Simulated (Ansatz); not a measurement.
# H4NOSi: the cost of one run

Program: Ansatz 0.2.0, driven from Python. The levels of theory stand in the script. These are calculated values, not measurements.

### Step 1. Starting point

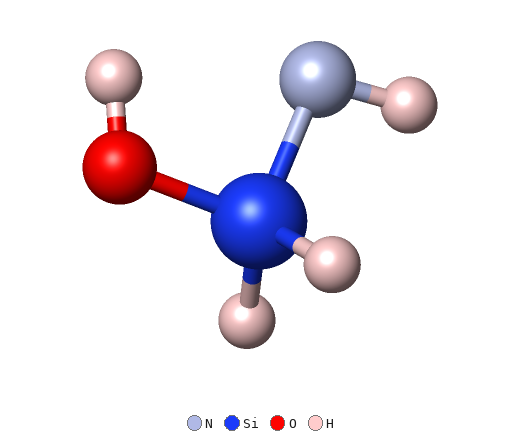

The starting structure, viewed from a chosen angle; nitrogen light blue, silicon blue, oxygen red, hydrogen pink.

The script holds or builds the structure itself.

### Step 2. Script

basis_h4nosi.py

```python
'''How the energy of H4NOSi converges with the basis.'''

import ansatz as az

GEOMETRY = '''
N    -0.99360   -0.50710    0.68680
Si    0.14590    0.32970   -0.32250
O     1.42550   -0.61030    0.02060
H    -1.85290    0.04930    0.54060
H    -0.20880    0.21520   -1.76900
H     0.36100    1.74020    0.12910
H     1.18420   -1.28500    0.66880
'''

geometry = az.Crystal.molecule()
for line in GEOMETRY.strip().splitlines():
    symbol, *xyz = line.split()
    geometry = geometry.atom(symbol, [float(v) for v in xyz])

job = geometry.calculation()
job = job.functional('hf').spin('collinear', total=1)

energies = {}
for basis in ['STO-3G', '6-31G', '6-31G*', 'def2-SVP', 'def2-SVPD', 'def2-TZVP', 'def2-TZVPP']:
    rep = job.basis(gaussian=basis).run().report
    size = rep['n_frozen'] + rep['n_occupied'][0] + rep['n_virtual'][0]
    energies[basis] = (rep['reference_energy_ev'] / 27.211386246, rep['free_energy_ev'] / 27.211386246)
    print(f'{basis:14s} {size:4d} orbitals  reference {energies[basis][0]:14.6f} Ha  total {energies[basis][1]:14.6f} Ha')

last = energies['def2-TZVPP'][1]
for basis, (_, total) in energies.items():
    print(f'{basis:14s} lies {27.211386 * (total - last):9.4f} eV above def2-TZVPP')
```

### Step 3. What the engine is handed

The engine receives this input (first run):

```yaml
crystal:
  periodic: [false, false, false]
  atoms:
    - { symbol: "N", position_ang: [-0.9936, -0.5071, 0.6868] }
    - { symbol: Si, position_ang: [0.1459, 0.3297, -0.3225] }
    - { symbol: O, position_ang: [1.4255, -0.6103, 0.0206] }
    - { symbol: H, position_ang: [-1.8529, 0.0493, 0.5406] }
    - { symbol: H, position_ang: [-0.2088, 0.2152, -1.769] }
    - { symbol: H, position_ang: [0.361, 1.7402, 0.1291] }
    - { symbol: H, position_ang: [1.1842, -1.285, 0.6688] }
basis:
  gaussian:
    orbitals: STO-3G
hamiltonian:
  xc: hf
magnetization:
  spin_polarized: true
  initial_magnetization: 1.0
```

### Step 4. Launch

Started as:

```console
$ python basis_h4nosi.py
```

**Question.** How long does this script take on 1 thread of Arm Neoverse V2, shared host, and how much memory does it need?

About 19 s, with a peak of 0.45 GiB.
